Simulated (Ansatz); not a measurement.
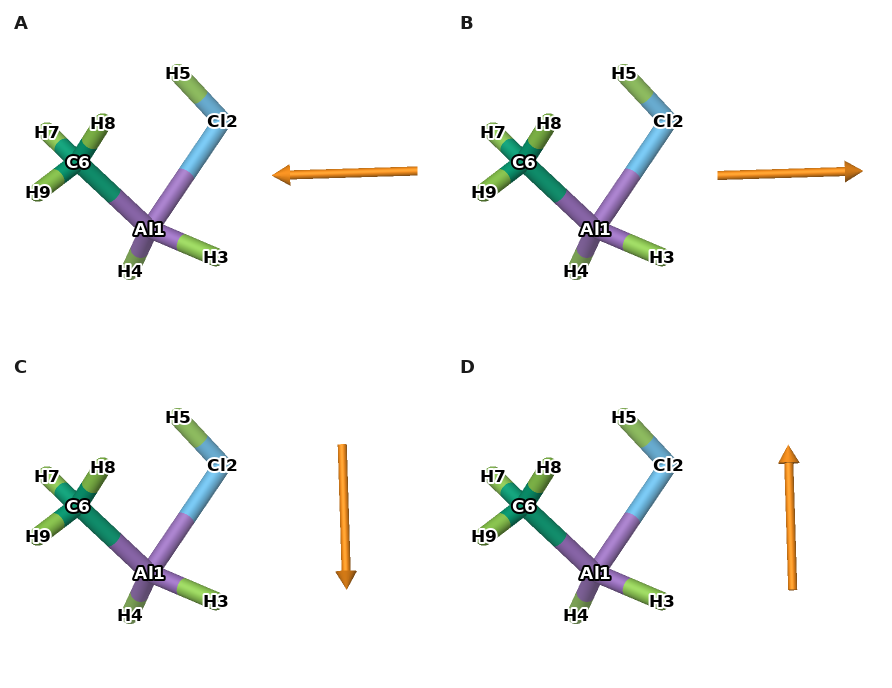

The same molecule four times, each with an arrow. Computed geometry: PBE0-D4/def2-TZVP optimisation. Properties computed with RKS PBE0-D4/def2-TZVP (Ansatz 0.2.0).

> Which arrow points along the dipole moment, from the negative to the positive end?

D. The dipole moment is 2.71 D; it points from the side of H3, H4 to the side of H5 (the outermost atoms at the two ends).
